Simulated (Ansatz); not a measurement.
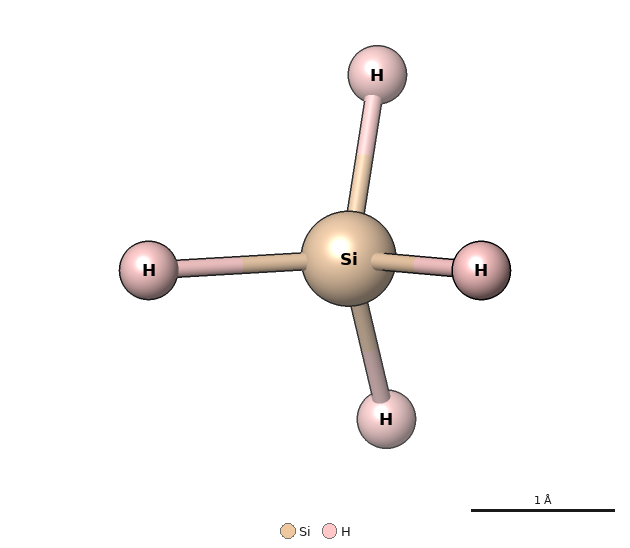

Depth is shown by fading: the farther an atom, the more it takes the colour of the background. Computed geometry: PBE0-D4/def2-TZVP optimisation. Masses are those of the most abundant isotopes; constants are for the rigid equilibrium geometry.

> Classify the rotor and give the rotational constants (cm⁻¹).

A spherical top (Td): A = B = C = 2.85 cm⁻¹.
